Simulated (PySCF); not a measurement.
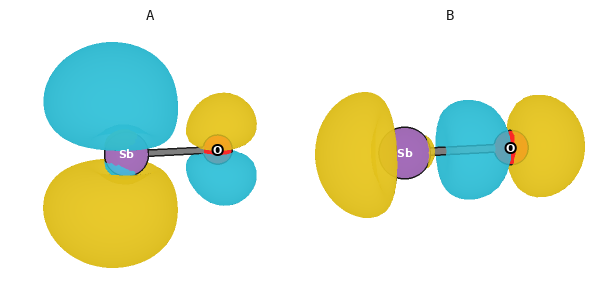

SbO (charge −1, triplet). Two frontier α-spin orbitals, each drawn at the value that holds 80 % of its norm (yellow and cyan are the two phases), in no order; of a degenerate pair one member is drawn.

Core potentials replace the inner electrons of Sb.

Computed with PySCF 2.14.0, PBE0/def2-SVPD, non-relativistic Hamiltonian with scalar-relativistic core potentials where named, at a bond length of 1.919 Å.

Q: Label each orbital by symmetry, say whether it is occupied, and order them by energy.

A: Orbital B: σ, occupied in this spin, −2.87 eV; shared between the atoms (Sb 40 %, O 60 %).
Orbital A: π, occupied in this spin, 0.38 eV; mainly on Sb (80 %).
